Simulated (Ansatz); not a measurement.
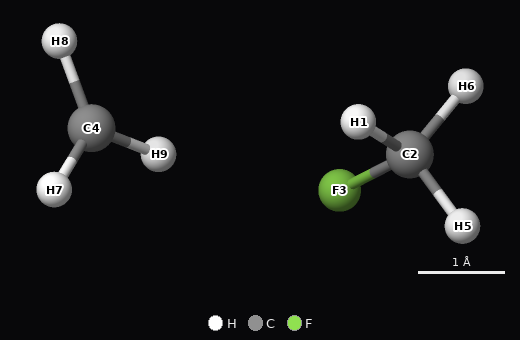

*The starting structure (ball-and-stick view, seen at a tilt; atoms are numbered from 1 in the order of the input).*

Bond lengths as drawn: C–F 1.37 Å and C–H 1.09 to 1.10 Å.

Nudged elastic band of C₂H₆F (part 1 of 2)

The run: nudged elastic band of C₂H₆F, multiplicity 2. Method and program: UKS PBE0/def2-SVP (Ansatz 0.2.0).

It belongs to a series of runs on one base structure; here: band between the two ends. Figures and captions count atoms from 1; the log counts them from 0 in places.

**Input**
```yaml
crystal:
  periodic: [false, false, false]
  atoms:
    - { symbol: H, position_ang: [-1.066147, -0.659219, 0.15195] }
    - { symbol: C, position_ang: [-0.689891, -1.484849, -0.474733] }
    - { symbol: F, position_ang: [0.576246, -1.193811, -0.905039] }
    - { symbol: C, position_ang: [0.797239, 1.838054, 0.613803] }
    - { symbol: H, position_ang: [-1.356946, -1.616293, -1.342425] }
    - { symbol: H, position_ang: [-0.677067, -2.414695, 0.116975] }
    - { symbol: H, position_ang: [0.400951, 2.72433, 0.115634] }
    - { symbol: H, position_ang: [1.060447, 1.890745, 1.671704] }
    - { symbol: H, position_ang: [0.955068, 0.915838, 0.05223] }
magnetization:
  spin_polarized: true
  initial_magnetization: 1
basis:
  gaussian: { orbitals: def2-SVP }
hamiltonian:
  xc: pbe0
neb:
  order_check: false
  images: 5
  f_tol: 0.05
  max_iterations: 60
  final_atoms:
    - { symbol: H, position_ang: [0.67045946, 0.62213714, -0.03907106] }
    - { symbol: C, position_ang: [-0.9266922, -2.0808334, -0.6902087] }
    - { symbol: F, position_ang: [0.2339724, -1.588213, -1.10604055] }
    - { symbol: C, position_ang: [0.68382314, 1.56421654, 0.52436903] }
    - { symbol: H, position_ang: [-1.81534785, -1.62328087, -1.13222588] }
    - { symbol: H, position_ang: [-0.91363192, -2.53650709, 0.30315133] }
    - { symbol: H, position_ang: [-0.01128639, 2.27961001, 0.06445597] }
    - { symbol: H, position_ang: [0.38006802, 1.37833892, 1.56358126] }
    - { symbol: H, position_ang: [1.69853534, 1.98463174, 0.5120876] }
  initial_path:
    images:
      - { positions_ang: [[-1.066147, -0.659219, 0.15195], [-0.689891, -1.484849, -0.474733], [0.576246, -1.193811, -0.905039], [0.797239, 1.838054, 0.613803], [-1.356946, -1.616293, -1.342425], [-0.677067, -2.414695, 0.116975], [0.400951, 2.72433, 0.115634], [1.060447, 1.890745, 1.671704], [0.955068, 0.915838, 0.05223]] }
      - { positions_ang: [[-0.72697118, -0.43090812, 0.11634457], [-0.63610324, -1.3905771, -0.45494527], [0.52364737, -1.35206808, -1.02464055], [0.69040893, 1.64029354, 0.56625169], [-1.3884276, -1.41629774, -1.21275284], [-0.65625267, -2.22933285, 0.22595835], [0.23398562, 2.48123803, 0.06267852], [0.81883897, 1.67807373, 1.62741591], [1.14077379, 1.01967859, 0.09378863]] }
      - { positions_ang: [[-0.38779535, -0.20259723, 0.08073914], [-0.58231547, -1.2963052, -0.43515754], [0.47104873, -1.51032516, -1.1442421], [0.58357886, 1.44253308, 0.51870037], [-1.41990921, -1.21630248, -1.08308069], [-0.63543833, -2.04397071, 0.33494169], [0.06702023, 2.23814605, 0.00972305], [0.57723095, 1.46540245, 1.58312782], [1.32647959, 1.12351919, 0.13534725]] }
      - { positions_ang: [[-0.04861953, 0.02571365, 0.04513371], [-0.52852771, -1.2020333, -0.41536981], [0.4184501, -1.66858224, -1.26384365], [0.4767488, 1.24477262, 0.47114906], [-1.45139081, -1.01630722, -0.95340853], [-0.614624, -1.85860856, 0.44392504], [-0.09994515, 1.99505408, -0.04323243], [0.33562292, 1.25273118, 1.53883973], [1.51218538, 1.22735978, 0.17690588]] }
      - { positions_ang: [[0.19107347, 0.22452148, 0.01706545], [-0.66124921, -1.49496666, -0.50698278], [0.35695753, -1.64179249, -1.21124261], [0.54577358, 1.35125393, 0.48888905], [-1.57270982, -1.21863177, -1.01301431], [-0.71429331, -2.08457473, 0.39700047], [-0.07039223, 2.08990606, -0.0073363], [0.35043795, 1.29460043, 1.54708691], [1.57430203, 1.47978377, 0.28863312]] }
      - { positions_ang: [[0.43076646, 0.42332931, -0.0110028], [-0.7939707, -1.78790003, -0.59859574], [0.29546497, -1.61500275, -1.15864158], [0.61479836, 1.45773523, 0.50662904], [-1.69402883, -1.42095632, -1.0726201], [-0.81396262, -2.31054091, 0.3500759], [-0.04083931, 2.18475803, 0.02855984], [0.36525299, 1.33646968, 1.55533408], [1.63641869, 1.73220775, 0.40036036]] }
      - { positions_ang: [[0.67045946, 0.62213714, -0.03907106], [-0.9266922, -2.0808334, -0.6902087], [0.2339724, -1.588213, -1.10604055], [0.68382314, 1.56421654, 0.52436903], [-1.81534785, -1.62328087, -1.13222588], [-0.91363192, -2.53650709, 0.30315133], [-0.01128639, 2.27961001, 0.06445597], [0.38006802, 1.37833892, 1.56358126], [1.69853534, 1.98463174, 0.5120876]] }
```

Launched with:
```bash
ansatz run input.yaml --threads 2 --pin off --max-ram 3072MiB --backend cpu --events-out ev --progress --plain --runs-dir out
```

**Log**
```
Engine: ansatz 0.2.0, x86_64-unknown-linux-gnu
Functional definition: PBE0
  parameter a = 0.25
  parameter kappa = 0.804
  parameter beta = 0.06672455060314922
  exchange = (1 - a)*pbe_x(kappa = kappa, mu = beta*pi^2/3) + a*exact_x
  correlation = pbe_c(beta = beta)
799 factors; integrals over basis functions are off by at most 3.6e-4 eV
mean field evaluation 1: about -4874.3683 eV, gradient 2.5e1 eV
mean field evaluation 2: about -4874.9652 eV, gradient 2.2e1 eV
mean field evaluation 4: about -4877.3538 eV, gradient 7.3e-1 eV
mean field evaluation 8: about -4877.3751 eV, gradient 3.3e-2 eV
mean field -4877.37514456 eV, -179.2402305589 hartree, gradient 3.6e-5 eV, S^2 0.754378; 0 other end points of the search recorded, 0 dependent functions left out
the calculation of the forces begins
reference -4877.37516866 eV, -179.2402314447 hartree; 14, 13 occupied and 58, 59 virtual orbitals, 799 factors
799 factors; integrals over basis functions are off by at most 1.1e-3 eV
mean field evaluation 16: about -4873.4240 eV, gradient 2.9e1 eV
mean field -4877.60391230 eV, -179.2486376182 hartree, gradient 7.5e-5 eV, S^2 0.753803; 0 other end points of the search recorded, 0 dependent functions left out
[... from here on the field's lines of each further geometry are left out, up to the last ...]
NEB iter   1: max|band force component| = 1.021e1 eV/Å  barrier→ = 1.6576 eV  barrier← = 1.8864 eV  Δτ_max = 0.2000 Å  (183 SCF iters)
NEB iter   2: max|band force component| = 1.784e0 eV/Å  barrier→ = 0.5520 eV  barrier← = 0.7808 eV  Δτ_max = 0.1900 Å  (149 SCF iters)
NEB iter   3: max|band force component| = 1.037e0 eV/Å  barrier→ = 0.5212 eV  barrier← = 0.7500 eV  Δτ_max = 0.2000 Å  (151 SCF iters)
NEB iter   4: max|band force component| = 3.147e0 eV/Å  barrier→ = 0.6584 eV  barrier← = 0.8871 eV  Δτ_max = 0.1028 Å  (154 SCF iters)
NEB iter   5: max|band force component| = 4.151e-1 eV/Å  barrier→ = 0.5615 eV  barrier← = 0.7902 eV  CI = image 3  Δτ_max = 0.1881 Å  (149 SCF iters)
NEB iter   6: max|band force component| = 2.099e-1 eV/Å  barrier→ = 0.5279 eV  barrier← = 0.7566 eV  CI = image 3  Δτ_max = 0.2000 Å  (151 SCF iters)
NEB iter   7: max|band force component| = 2.732e0 eV/Å  barrier→ = 0.5255 eV  barrier← = 0.7543 eV  CI = image 3  Δτ_max = 0.1035 Å  (144 SCF iters)
NEB iter   8: max|band force component| = 2.776e-1 eV/Å  barrier→ = 0.5236 eV  barrier← = 0.7523 eV  CI = image 3  Δτ_max = 0.1984 Å  (146 SCF iters)
NEB iter   9: max|band force component| = 2.012e-1 eV/Å  barrier→ = 0.5233 eV  barrier← = 0.7520 eV  CI = image 3  Δτ_max = 0.2000 Å  (150 SCF iters)
NEB iter  10: max|band force component| = 2.662e0 eV/Å  barrier→ = 0.5232 eV  barrier← = 0.7520 eV  CI = image 3  Δτ_max = 0.1035 Å  (145 SCF iters)
NEB iter  11: max|band force component| = 3.404e-1 eV/Å  barrier→ = 0.5232 eV  barrier← = 0.7520 eV  CI = image 3  Δτ_max = 0.0584 Å  (140 SCF iters)
NEB iter  12: max|band force component| = 2.216e-1 eV/Å  barrier→ = 0.5232 eV  barrier← = 0.7520 eV  CI = image 3  Δτ_max = 0.1929 Å  (136 SCF iters)
NEB iter  13: max|band force component| = 2.133e0 eV/Å  barrier→ = 0.5232 eV  barrier← = 0.7520 eV  CI = image 3  Δτ_max = 0.1007 Å  (145 SCF iters)
NEB iter  14: max|band force component| = 2.791e-1 eV/Å  barrier→ = 0.5232 eV  barrier← = 0.7520 eV  CI = image 3  Δτ_max = 0.1137 Å  (143 SCF iters)
NEB iter  15: max|band force component| = 1.425e-1 eV/Å  barrier→ = 0.5232 eV  barrier← = 0.7520 eV  CI = image 3  Δτ_max = 0.2000 Å  (138 SCF iters)
NEB iter  16: max|band force component| = 3.121e0 eV/Å  barrier→ = 0.5564 eV  barrier← = 0.7851 eV  CI = image 2  Δτ_max = 0.1004 Å  (127 SCF iters)
NEB iter  17: max|band force component| = 1.239e0 eV/Å  barrier→ = 0.4961 eV  barrier← = 0.7249 eV  CI = image 2  Δτ_max = 0.2000 Å  (152 SCF iters)
NEB iter  18: max|band force component| = 9.081e0 eV/Å  barrier→ = 1.1929 eV  barrier← = 1.4217 eV  CI = image 3  Δτ_max = 0.0996 Å  (150 SCF iters)
NEB iter  19: max|band force component| = 4.488e0 eV/Å  barrier→ = 0.6955 eV  barrier← = 0.9243 eV  CI = image 3  Δτ_max = 0.1969 Å  (147 SCF iters)
NEB iter  20: max|band force component| = 2.774e0 eV/Å  barrier→ = 0.7766 eV  barrier← = 1.0053 eV  CI = image 3  Δτ_max = 0.1988 Å  (152 SCF iters)
NEB iter  21: max|band force component| = 2.676e0 eV/Å  barrier→ = 0.8263 eV  barrier← = 1.0551 eV  CI = image 3  Δτ_max = 0.1981 Å  (147 SCF iters)
NEB iter  22: max|band force component| = 2.170e0 eV/Å  barrier→ = 0.7681 eV  barrier← = 0.9968 eV  CI = image 3  Δτ_max = 0.1997 Å  (148 SCF iters)
NEB iter  23: max|band force component| = 1.711e0 eV/Å  barrier→ = 0.7016 eV  barrier← = 0.9304 eV  CI = image 3  Δτ_max = 0.1998 Å  (145 SCF iters)
NEB iter  24: max|band force component| = 1.479e1 eV/Å  barrier→ = 2.1097 eV  barrier← = 2.3384 eV  CI = image 1  Δτ_max = 0.0997 Å  (152 SCF iters)
NEB iter  25: max|band force component| = 1.167e1 eV/Å  barrier→ = 1.5193 eV  barrier← = 1.7481 eV  CI = image 1  Δτ_max = 0.1972 Å  (151 SCF iters)
NEB iter  26: max|band force component| = 9.582e0 eV/Å  barrier→ = 1.0842 eV  barrier← = 1.3130 eV  CI = image 1  Δτ_max = 0.1994 Å  (151 SCF iters)
NEB iter  27: max|band force component| = 7.095e0 eV/Å  barrier→ = 0.6935 eV  barrier← = 0.9223 eV  CI = image 1  Δτ_max = 0.2000 Å  (152 SCF iters)
NEB iter  28: max|band force component| = 7.374e0 eV/Å  barrier→ = 0.6131 eV  barrier← = 0.8419 eV  CI = image 3  Δτ_max = 0.0993 Å  (146 SCF iters)
NEB iter  29: max|band force component| = 4.636e0 eV/Å  barrier→ = 0.4264 eV  barrier← = 0.6552 eV  CI = image 3  Δτ_max = 0.1989 Å  (150 SCF iters)
NEB iter  30: max|band force component| = 2.637e0 eV/Å  barrier→ = 0.2883 eV  barrier← = 0.5171 eV  CI = image 3  Δτ_max = 0.1974 Å  (148 SCF iters)
NEB iter  31: max|band force component| = 1.798e0 eV/Å  barrier→ = 0.3333 eV  barrier← = 0.5621 eV  CI = image 3  Δτ_max = 0.2000 Å  (148 SCF iters)
NEB iter  32: max|band force component| = 1.234e0 eV/Å  barrier→ = 0.3882 eV  barrier← = 0.6170 eV  CI = image 3  Δτ_max = 0.1975 Å  (144 SCF iters)
NEB iter  33: max|band force component| = 1.220e0 eV/Å  barrier→ = 0.4373 eV  barrier← = 0.6661 eV  CI = image 3  Δτ_max = 0.2000 Å  (144 SCF iters)
NEB iter  34: max|band force component| = 1.153e0 eV/Å  barrier→ = 0.4786 eV  barrier← = 0.7074 eV  CI = image 3  Δτ_max = 0.1986 Å  (142 SCF iters)
NEB iter  35: max|band force component| = 1.017e0 eV/Å  barrier→ = 0.5206 eV  barrier← = 0.7494 eV  CI = image 3  Δτ_max = 0.1985 Å  (144 SCF iters)
NEB iter  36: max|band force component| = 5.284e0 eV/Å  barrier→ = 0.7229 eV  barrier← = 0.9517 eV  CI = image 2  Δτ_max = 0.1000 Å  (145 SCF iters)
NEB iter  37: max|band force component| = 5.013e0 eV/Å  barrier→ = 0.6630 eV  barrier← = 0.8917 eV  CI = image 2  Δτ_max = 0.1985 Å  (144 SCF iters)
NEB iter  38: max|band force component| = 4.231e0 eV/Å  barrier→ = 0.8599 eV  barrier← = 1.0887 eV  CI = image 1  Δτ_max = 0.1997 Å  (154 SCF iters)
NEB iter  39: max|band force component| = 4.846e0 eV/Å  barrier→ = 0.8889 eV  barrier← = 1.1177 eV  CI = image 1  Δτ_max = 0.2000 Å  (150 SCF iters)
NEB iter  40: max|band force component| = 5.244e0 eV/Å  barrier→ = 0.9827 eV  barrier← = 1.2115 eV  CI = image 3  Δτ_max = 0.1012 Å  (150 SCF iters)
NEB iter  41: max|band force component| = 4.850e0 eV/Å  barrier→ = 0.8253 eV  barrier← = 1.0541 eV  CI = image 3  Δτ_max = 0.1999 Å  (142 SCF iters)
NEB iter  42: max|band force component| = 4.349e0 eV/Å  barrier→ = 0.6853 eV  barrier← = 0.9141 eV  CI = image 3  Δτ_max = 0.2000 Å  (150 SCF iters)
NEB iter  43: max|band force component| = 3.723e0 eV/Å  barrier→ = 0.6098 eV  barrier← = 0.8385 eV  CI = image 3  Δτ_max = 0.2000 Å  (138 SCF iters)
NEB iter  44: max|band force component| = 3.016e0 eV/Å  barrier→ = 0.5423 eV  barrier← = 0.7711 eV  CI = image 3  Δτ_max = 0.2000 Å  (151 SCF iters)
NEB iter  45: max|band force component| = 1.428e0 eV/Å  barrier→ = 0.5730 eV  barrier← = 0.8018 eV  CI = image 3  Δτ_max = 0.1679 Å  (151 SCF iters)
NEB iter  46: max|band force component| = 2.209e0 eV/Å  barrier→ = 0.5779 eV  barrier← = 0.8067 eV  CI = image 3  Δτ_max = 0.0852 Å  (144 SCF iters)
NEB iter  47: max|band force component| = 7.543e-1 eV/Å  barrier→ = 0.5406 eV  barrier← = 0.7693 eV  CI = image 3  Δτ_max = 0.1381 Å  (137 SCF iters)
```
